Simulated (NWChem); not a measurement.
**One shape, several levels: [CF3]+ (SMILES F[C+](F)F)**

Aim: a comparison of 5 runs (PBE0/6-31++G**, PBE0/6-31G*, PBE0/6-31+G*, PBE0/6-311+G**, PBE0/6-311++G(2d,2p)) of [CF3]+. 

Program for the calculation: NWChem 7.3.0.

**1. The system as given**

[CF3]+ has 4 atoms, charge +1, and is taken as a singlet. As SMILES, `F[C+](F)F`. The shape is that of a PBE0-D4/def2-TZVP optimisation.

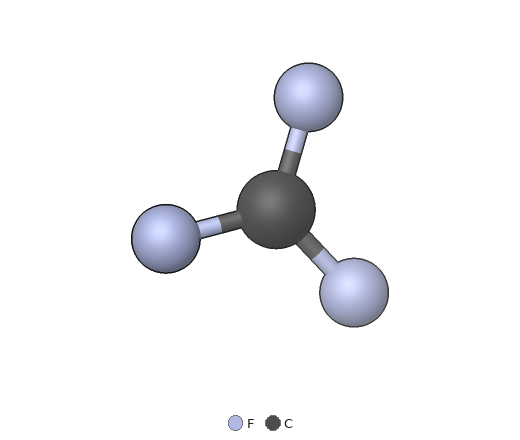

The structure, seen from a chosen angle (fluorine light blue, carbon dark grey).

**2. NMR shieldings at PBE0/6-31++G(d,p) (spherical functions) (run 1)**

Contents of test.nw:

```
START test
memory 2200 mb
charge 1

GEOMETRY noautosym nocenter noautoz
  F      0.698600    -0.114600     1.005400
  C      0.000000     0.000000     0.000000
  F     -0.609500    -0.973400    -0.439400
  F     -0.089000     1.088000    -0.566000
END

BASIS spherical bse
  * library 6-31++G**
END

DFT
  xc pbe0
  grid fine
  convergence energy 1e-08
  iterations 100
  mulliken
  print low
END

PROPERTY
  shielding
END

TASK dft property
```

The run is started by

```bash
$ nwchem test.nw > test.out
```

The program printed:

```text
[...]
 d= 0,ls=0.0,diis     1   -336.6697451730 -4.67D+02  2.43D-02  2.83D+00     0.8
[...]
 d= 0,ls=0.0,diis     7   -336.9145879591 -7.09D-09  5.71D-07  4.73D-09     4.3
         Total DFT energy =     -336.914587959084
      One electron energy =     -714.417983275294
           Coulomb energy =      283.519158997041
    Exchange-Corr. energy =      -36.108565120465
 Nuclear repulsion energy =      130.092801439634
[...]
      Total Density - Mulliken Population Analysis
     ---------------------------------------------
    Atom       Charge   Shell Charges
 -----------   ------   -------------------------------------------------------
    1 F    9     9.05   2.00  0.96  3.29  1.01  1.72  0.01  0.04  0.03
    2 C    6     4.86   2.00  0.68  1.81  0.06  0.02  0.02  0.03  0.23
    3 F    9     9.05   2.00  0.96  3.29  1.01  1.72  0.01  0.04  0.03
    4 F    9     9.05   2.00  0.96  3.29  1.01  1.72  0.01  0.04  0.03
[...]
           isotropic =     150.1495
[...]
           isotropic =      44.3691
[...]
           isotropic =     150.1583
[...]
           isotropic =     150.1554
[...]
```

Wall time 20 s (1 thread of AMD EPYC 7R43 (Zen 3), shared host); peak memory 0.1 GiB.

**3. Magnetic shielding at PBE0/6-31G(d) (spherical functions) (run 2)**

Contents of geom.nw:

```
start geom
title "CF3 PBE0"
memory stack 880 mb heap 220 mb global 1100 mb
charge 1

geometry units angstrom noautosym nocenter noautoz
  F        0.698600      -0.114600       1.005400
  C        0.000000       0.000000       0.000000
  F       -0.609500      -0.973400      -0.439400
  F       -0.089000       1.088000      -0.566000
end

basis spherical bse
  F library 6-31G*
  C library 6-31G*
end

dft
  xc pbe0
  mult 1
  grid fine
  convergence energy 1e-08
  maxiter 100
  mulliken
  print low
end

property
  shielding
end

task dft property
```

The run is started by

```bash
$ nwchem geom.nw > geom.out
```

The program printed:

```text
[...]
 d= 0,ls=0.0,diis     1   -336.6663635123 -4.67D+02  2.78D-02  2.76D+00     0.5
[...]
 d= 0,ls=0.0,diis     7   -336.9086321227 -6.09D-09  6.51D-07  4.36D-09     2.9
         Total DFT energy =     -336.908632122679
      One electron energy =     -714.650042513183
           Coulomb energy =      283.781728478914
    Exchange-Corr. energy =      -36.133119528044
 Nuclear repulsion energy =      130.092801439634
[...]
      Total Density - Mulliken Population Analysis
     ---------------------------------------------
    Atom       Charge   Shell Charges
 -----------   ------   -------------------------------------------------------
    1 F    9     9.03   2.00  0.96  3.28  0.99  1.77  0.03
    2 C    6     4.92   2.00  0.68  1.81  0.03  0.17  0.23
    3 F    9     9.03   2.00  0.96  3.28  0.99  1.77  0.03
    4 F    9     9.03   2.00  0.96  3.28  0.99  1.77  0.03
[...]
           isotropic =     153.9359
[...]
           isotropic =      45.5587
[...]
           isotropic =     153.9455
[...]
           isotropic =     153.9420
[...]
```

Run time: 12 s. Hardware: 1 thread of AMD EPYC 7R43 (Zen 3), shared host; peak memory 0.11 GiB.

Runs 3 to 4 aren't shown in full; the table further down has their settings and results.

**4. Magnetic shielding at PBE0/6-311++G(2d,2p) (run 5)**

Contents of run.xyz:

```xyz
4

F      0.698600    -0.114600     1.005400
C      0.000000     0.000000     0.000000
F     -0.609500    -0.973400    -0.439400
F     -0.089000     1.088000    -0.566000
```

Contents of run.nw:

```
start run
memory stack 880 mb heap 220 mb global 1100 mb
charge 1

geometry units angstrom noautosym nocenter noautoz
  load run.xyz
end

basis spherical bse
  * library "6-311++G(2d,2p)"
end

dft
  xc pbe0
  grid fine
  convergence energy 1e-08
  iterations 100
  mulliken
  noprint "final vectors analysis"
end

property
  shielding
end

task dft property
```

The run is started by

```bash
$ nwchem run.nw > run.out
```

The program printed:

```text
[...]
          Wavefunction type:  closed shell.
          No. of atoms     :     4
          No. of electrons :    32
[...]
          Charge           :     1
          Spin multiplicity:     1
[...]
          AO basis - number of functions:   108
[...]
              XC Information
              --------------
                         PBE0 Method XC Functional
                     Hartree-Fock (Exact) Exchange  0.250
          PerdewBurkeErnzerhof Exchange Functional  0.750
            Perdew 1991 LDA Correlation Functional  1.000 local
           PerdewBurkeErnz. Correlation Functional  1.000 non-local
[...]
 d= 0,ls=0.0,diis     1   -336.7726364929 -4.67D+02  1.36D-02  2.93D+00     1.6
[...]
 d= 0,ls=0.0,diis     8   -337.0190966601 -1.05D-10  1.85D-07  4.11D-09    10.9
         Total DFT energy =     -337.019096660107
      One electron energy =     -714.809297666040
           Coulomb energy =      283.849131237636
    Exchange-Corr. energy =      -36.151731671336
 Nuclear repulsion energy =      130.092801439634
[...]
      Total Density - Mulliken Population Analysis
     ---------------------------------------------
    Atom       Charge   Shell Charges
 -----------   ------   -------------------------------------------------------
    1 F    9     9.07   1.08  0.92  1.16  1.11  2.37  0.90  1.47  0.04  0.01  0.00  0.02
    2 C    6     4.78   1.10  0.88  0.58  0.77  1.21 -0.16 -0.10  0.02  0.04  0.09  0.34
    3 F    9     9.07   1.08  0.92  1.16  1.11  2.37  0.90  1.47  0.04  0.01  0.00  0.02
    4 F    9     9.07   1.08  0.92  1.16  1.11  2.37  0.90  1.47  0.04  0.01  0.00  0.02
[...]
           isotropic =     128.1435
[...]
           isotropic =      24.1692
[...]
           isotropic =     128.1529
[...]
           isotropic =     128.1499
[...]
```

Run time: 49 s. Hardware: 1 thread of AMD EPYC 7R43 (Zen 3), shared host; peak memory 0.11 GiB.

**5. All runs side by side**

```tsv
run	level	energy (Eh)	isotropic shielding of F1 (ppm)	isotropic shielding of C2 (ppm)	wall time
1	PBE0/6-31++G** (spherical functions)	-336.914588	150.1	44.4	20 s
2	PBE0/6-31G* (spherical functions)	-336.908632	153.9	45.6	12 s
3	PBE0/6-31+G* (spherical functions)	-336.914588	150.1	44.4	21 s
4	PBE0/6-311+G**	-337.007519	125.4	26.4	28 s
5	PBE0/6-311++G(2d,2p)	-337.019097	128.1	24.2	49 s
```

**6. Outcome**

| quantity | value |
| --- | --- |
| run 5: total energy | -337.01910 Eh |
| run 5: isotropic shielding of F1 | 128.1 ppm |
| run 5: isotropic shielding of C2 | 24.2 ppm |

In words: Over the runs the total energy spans 3.006 eV. All runs together took 2.2 min, the longest 49 s.
